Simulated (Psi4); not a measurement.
**[CF2]+ (SMILES F[C+]F) at UB3LYP/6-31G(d) (Cartesian functions)**

Aim: the energy change on altering one bond length of [CF2]+ at UB3LYP/6-31G* (Cartesian functions), from 2 runs. 

Program for the calculation: Psi4 1.11.

6 further runs of the same task are left out: 4 that didn't finish, 2 set aside as unsound or not needed.

## Step 1: The system as given

[CF2]+ has 3 atoms, charge +1, and is taken as a doublet. As SMILES, `F[C+]F`. The shape is that of a PBE0-D4/def2-TZVP optimisation.

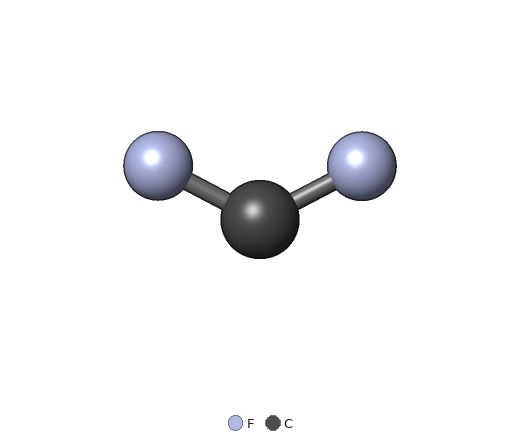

Viewed from a chosen angle; fluorine light blue, carbon dark grey.

## Step 2: Energy and gradient at UB3LYP/6-31G(d) (Cartesian functions)

File cf2.dat:

```
memory 2.2 GB

molecule system {
  1 2
  F      0.379110     0.972980     0.316190
  C      0.275710    -0.221360     0.127270
  F     -0.654830    -0.751620    -0.443470
  symmetry c1
  no_reorient
  no_com
}

set {
  reference uks
  puream false
  e_convergence 1e-09
  d_convergence 1e-08
  scf_type pk
  dft_radial_points 99
  dft_spherical_points 590
  maxiter 100
}

energy_value, wavefunction = gradient('b3lyp/6-31G*', return_wfn=True)
oeprop(wavefunction, 'DIPOLE', 'MULLIKEN_CHARGES', 'LOWDIN_CHARGES')
print_variables()
```

The run is started by

```
$ psi4 -i cf2.dat -o cf2.out -n 1
```

cf2.out:

```text
[...]
  Running in c1 symmetry.
[...]
  Nuclear repulsion =   67.033256693421961
[...]
  Multiplicity = 2
[...]
  Nalpha       = 12
  Nbeta        = 11
[...]
    Number of basis functions: 45
[...]
   @UKS iter   1:  -237.25641042998791    4.00314e-01   5.74303e-03 DIIS/ADIIS
[...]
   @UKS iter  11:  -237.28407721068564   -1.07150e-11   6.77419e-09 DIIS
[...]
   @S^2 Observed:                7.524291559E-01
[...]
  @UKS Final Energy:  -237.28407721068564
   => Energetics <=
    Nuclear Repulsion Energy =             67.0332566934219614
    One-Electron Energy =                -452.4856028740126135
    Two-Electron Energy =                 169.0995922670238087
    DFT Exchange-Correlation Energy =     -20.9313232971187837
    Empirical Dispersion Energy =           0.0000000000000000
    VV10 Nonlocal Energy =                  0.0000000000000000
    Total Energy =                       -237.2840772106856377
[...]
  -Total Gradient:
     Atom            X                  Y                   Z
    ------   -----------------  -----------------  -----------------
       1       -0.002375534679    -0.022651794832    -0.003811145949
       2       -0.015136444782     0.012149248724    -0.006987563950
       3        0.017505823856     0.010507488546     0.010795868418
[...]
 Multipole Moments:
 ------------------------------------------------------------------------------------
     Multipole            Electronic (a.u.)      Nuclear  (a.u.)        Total (a.u.)
 ------------------------------------------------------------------------------------
 L = 1.  Multiply by 2.5417464519 to convert [e a0] to [Debye]
 Dipole X            :          1.7757474           -1.5632192            0.2125281
 Dipole Y            :         -1.4255700            1.2549293           -0.1706406
 Dipole Z            :          0.8197886           -0.7216864            0.0981022
 Magnitude           :                                                    0.2896730
[...]
  Mulliken Charges: (a.u.)
   Center  Symbol    Alpha    Beta     Spin     Total
       1     F     4.49594  4.41569  0.08025  0.08838
       2     C     3.00813  2.16863  0.83950  0.82324
       3     F     4.49593  4.41569  0.08025  0.08838
   Total alpha = 12.00000, Total beta = 11.00000, Total charge =  1.00000
  Lowdin Charges: (a.u.)
   Center  Symbol    Alpha    Beta     Spin     Total
       1     F     4.44998  4.33883  0.11115  0.21119
       2     C     3.09837  2.32203  0.77634  0.57960
       3     F     4.45165  4.33914  0.11251  0.20920
[...]
```

It took 26 s on 1 thread of AMD EPYC (Zen 3), shared host; peak memory 0.42 GiB.

## Step 3: The distorted shape: the energy at UB3LYP/6-31G(d) (Cartesian functions)

File input.json:

```json
{
  "schema_name": "qcschema_input",
  "schema_version": 1,
  "molecule": {
    "schema_name": "qcschema_molecule",
    "schema_version": 2,
    "symbols": ["F", "C", "F"],
    "geometry": [2.12321691, 2.64031967, 1.46036523, 1.92781922, 0.38334417, 1.10335817, -1.23744936, -1.42035595, -0.83803684],
    "molecular_charge": 1,
    "molecular_multiplicity": 2,
    "fix_symmetry": "c1"
  },
  "driver": "energy",
  "model": {
    "method": "b3lyp",
    "basis": "6-31G*"
  },
  "keywords": {
    "reference": "uks",
    "puream": false,
    "e_convergence": 1e-09,
    "d_convergence": 1e-08,
    "scf_type": "pk",
    "dft_radial_points": 99,
    "dft_spherical_points": 590,
    "maxiter": 100,
    "scf_properties": ["WIBERG_LOWDIN_INDICES", "DIPOLE", "QUADRUPOLE"]
  }
}
```

The run is started by

```
$ psi4 --qcschema input.json -n 1 --memory 2200MB
```

stdout:

```text
[...]
  Running in c1 symmetry.
[...]
  Nuclear repulsion =   50.713379155896355
[...]
  Multiplicity = 2
[...]
  Nalpha       = 12
  Nbeta        = 11
[...]
    Number of basis functions: 45
[...]
   @UKS iter   1:  -236.88238860250840    1.10496e-01   1.29678e-02 DIIS/ADIIS
[...]
   @UKS iter  23:  -237.16343384454507   -2.16005e-12   5.69274e-09 DIIS
[...]
   @S^2 Observed:                7.533741168E-01
[...]
    Orbital Energies [Eh]
    ---------------------
    Alpha Occupied:
       1A    -25.229374     2A    -25.066275     3A    -10.805852
       4A     -1.752993     5A     -1.478063     6A     -1.079624
       7A     -0.933741     8A     -0.933631     9A     -0.822992
      10A     -0.776367    11A     -0.713209    12A     -0.701623
    Alpha Virtual:
      13A     -0.462025    14A     -0.447245    15A     -0.129983
      16A      0.183248    17A      0.201697    18A      0.209270
      19A      0.293103    20A      0.710239    21A      0.722333
      22A      0.809491    23A      0.813091    24A      0.865704
      25A      0.918331    26A      1.001911    27A      1.122211
[...]
  @UKS Final Energy:  -237.16343384454507
   => Energetics <=
    Nuclear Repulsion Energy =             50.7133791558963551
    One-Electron Energy =                -421.2467631073509438
    Two-Electron Energy =                 154.1309013450649559
    DFT Exchange-Correlation Energy =     -20.7609512381554246
    Empirical Dispersion Energy =           0.0000000000000000
    VV10 Nonlocal Energy =                  0.0000000000000000
    Total Energy =                       -237.1634338445450680
[...]
 Multipole Moments:
 ------------------------------------------------------------------------------------
     Multipole            Electronic (a.u.)      Nuclear  (a.u.)        Total (a.u.)
 ------------------------------------------------------------------------------------
 L = 1.  Multiply by 2.5417464519 to convert [e a0] to [Debye]
 Dipole X            :          0.4716061            0.4032747            0.8748808
 Dipole Y            :          0.4776375           -0.0545637            0.4230738
 Dipole Z            :         -0.0000000           -0.0000000           -0.0000000
 Magnitude           :                                                    0.9718065
 L = 2.  Multiply by 1.3450342976 to convert [e a0^2] to [Debye ang]
 Quadrupole XX       :        -92.9941917           86.6508235           -6.3433682
 Quadrupole XY       :        -71.0827997           72.6711413            1.5883415
[...]
```

The result, in JSON:

```text
{
 "driver": "energy",
 "model": {
  "method": "b3lyp",
  "basis": "6-31G*"
 },
 "success": true,
 "return_result": -237.16343384454507,
 "properties": {
  "calcinfo_nbasis": 45,
  "calcinfo_nmo": 45,
  "calcinfo_nalpha": 12,
  "calcinfo_nbeta": 11,
  "calcinfo_natom": 3,
  "nuclear_repulsion_energy": 50.713379155896355,
  "return_energy": -237.16343384454507,
  "scf_one_electron_energy": -421.24676310735094,
  "scf_two_electron_energy": 154.13090134506496,
  "scf_xc_energy": -20.760951238155425,
  "scf_dipole_moment": [0.8748808407282701, 0.4230738038611256, -1.3298706396626595e-15],
  "scf_total_energy": -237.16343384454507,
  "scf_iterations": 23
 }
}
```

Wall time 33 s (1 thread of AMD EPYC (Zen 3), shared host); peak memory 0.41 GiB.

## Step 4: Outcome

At UB3LYP/6-31G* (Cartesian functions):

| quantity | value |
| --- | --- |
| first shape: total energy | -237.28408 Eh |
| first shape: HOMO energy (highest over α and β) | -18.66 eV |
| first shape: LUMO energy (lowest over α and β) | -13.54 eV |
| first shape: ⟨S²⟩ | 0.752 |
| first shape: largest force on an atom | 1.188 eV/Å |
| distorted shape: total energy | -237.16343 Eh |
| distorted shape: HOMO energy (highest over α and β) | -18.31 eV |
| distorted shape: LUMO energy (lowest over α and β) | -13.82 eV |
| distorted shape: ⟨S²⟩ | 0.753 |
| energy change with the C2–F3 bond stretched from 1.214 to 2.185 Å | 3.283 eV |

What this shows: With the C2–F3 bond stretched from 1.214 to 2.185 Å the energy rises by 3.28 eV (317 kJ/mol). The first shape isn't relaxed at this level, so the change isn't measured from a minimum. The largest force (first shape) is 1.19 eV/Å: the shape isn't a stationary point for this species at this level. Mulliken charges (first shape) run from +0.09 on F1 to +0.82 on C2.
